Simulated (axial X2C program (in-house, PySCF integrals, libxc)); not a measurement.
**Relativistic diatomic calculation for InBr⁻**

- system: InBr⁻, single determinant with Ω = 1/2. The distance is the PBE0 minimum at charge −1.
- method: expectation values, HF and Kohn-Sham, two-component X2C with atomic mean-field Coulomb and Gaunt terms, In dyall-acv3z, Br dyall-acv3z (cores contracted) (axial X2C program (in-house, PySCF integrals, libxc))

### The program's output
```
two-component X2C + atomic mean field  PBE0
basis functions 263  fitting functions 1381  grid points 5804
iter        total energy     max residual
   1      -8483.472764738     6.53e-05
   2      -8483.472764740     3.41e-05
   3      -8483.472764759     1.36e-05
   4      -8483.472764760     4.91e-06
converged
one-electron -12383.63950761  Coulomb 3828.74085463  exact exchange -62.44574123  xc functional -191.27455865  nuclear repulsion 329.41521478  atomic mean-field constant -4.26902668
```

### Expectation values by level of theory

| quantity | PBE0 | HF | BP86 | PBE50 | B3LYP |
| --- | --- | --- | --- | --- | --- |
| effective field for an electron dipole moment (GV/cm) | 0.141 | −0.641 | 0.210 | 0.0596 | 0.396 |
| field gradient at the first nucleus (a.u.) | −0.320 | −0.318 | −0.438 | −0.152 | −0.337 |
| field gradient at the second nucleus (a.u.) | 1.64 | 1.41 | 1.63 | 1.61 | 1.56 |
| A∥/gI, first nucleus (MHz) | 1510 | 1640 | 1400 | 1600 | 1320 |
| A∥/gI, second nucleus (MHz) | 123 | 78.1 | 136 | 107 | 118 |

Each column comes from one determinant, in a basis with contracted cores. The levels disagree widely: the effective field runs from −0.641 to 0.396 GV/cm and the field gradient at the first nucleus runs from −0.438 to −0.152 a.u. They may not all have settled in the same state, and these values aren't reliable properties of the molecule.

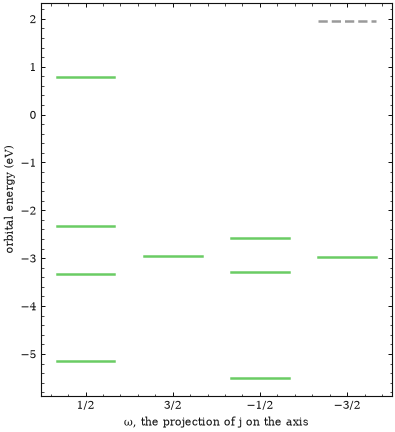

Fig. 1: Orbital energies (PBE0) near the frontier at 2.75 Å, filled (solid) and empty (dashed). The highest filled spinor (1/2; 85 % In p, 5 % Br p) lies at 0.79 eV, the lowest empty one (−3/2; 92 % In p, 3 % In d) at 1.96 eV. A filled level above zero is held only by the finite basis .

### Input file
```
{"zs": [49, 35], "q": -1, "bas": ["dyall-acv3z", "dyall-acv3z"], "r0": 2.56, "levels": ["PBE0", "HF", "BP86", "PBE50", "B3LYP"], "nst": 3}
```

The line is the task of a batch: nuclear charges, charge, bases, the levels to run, a first guess of the distance and further settings. This report covers the levels named above. The log is that of the reference distance, started from orbitals converged before.

Launched within a batch (the task file carries these settings):
```bash
python <driver script> task.json out
```

### Results in brief

- outcome: converged; the levels of theory disagree widely; a filled level lies above zero
- hardware: 1 thread of Arm Neoverse N1, 16 GiB of memory available, shared host
- wall time: 12 s
- peak memory: 0.61 GiB

### Remarks

The highest filled level (PBE0, up to 0.79 eV) lies above zero. That is common for anions, where the functional's self-interaction leaves the outer electrons unbound; only the finite basis holds them, so such levels depend on it.
